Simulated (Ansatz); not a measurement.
# Ligand exchange: C3H9AlO + C2H7BS → C3H9AlS + C2H7BO

Gas-phase species: C3H9AlO `C[CH2][Al]([CH3])[OH]`, singlet; C2H7BS `CCBS`, singlet; C3H9AlS `C[CH2][Al]([CH3])[SH]`, singlet; C2H7BO `CCBO`, singlet. The partners trade OH for SH: Al–OH and B–SH bonds give way to Al–SH and B–OH.

Shapes, held fixed at every level: PBE0-D4/def2-TZVP. Flexible molecules stand in one conformer, not always the lowest. Programs: Ansatz 0.2.0. The zero-point and thermal change to 298 K, harmonic and unscaled (PBE0-D4/def2-TZVP), is +3.1 kJ/mol.

| level | kind | ΔH(298 K) (kJ/mol) | less CCSD(T)/CBS estimate |
| --- | --- | --- | --- |
| HF/def2-TZVPP | Hartree–Fock | -32.3 | -7.3 |
| PBE0-D4/def2-TZVPP | global hybrid | -28.9 | -3.9 |
| wB97X-V/def2-TZVPP | range-separated hybrid | -26.6 | -1.6 |
| B2PLYP/def2-TZVPP | double hybrid | -23.1 | +1.9 |
| CCSD(T)/def2-SVP | coupled cluster or CI | -34.3 | -9.3 |
| CCSD/def2-TZVPP | coupled cluster or CI | -25.5 | -0.5 |
| CCSD(T)/CBS estimate | coupled cluster or CI | -25.0 | 0.0 |

The highest level, CCSD(T)/CBS estimate, gives ΔH(298 K) = -25.0 kJ/mol; the levels span -34.3 to -23.1. The column of differences is taken from that level and isn't an error. No measured value is set beside it here. The CBS estimate extrapolates MP2 from def2-TZVPP and def2-QZVPP and adds CCSD(T) − MP2 in the triple-zeta set, cores frozen.

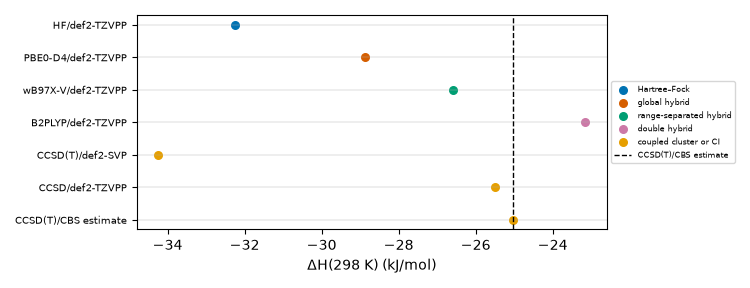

The values of the table, level by level.
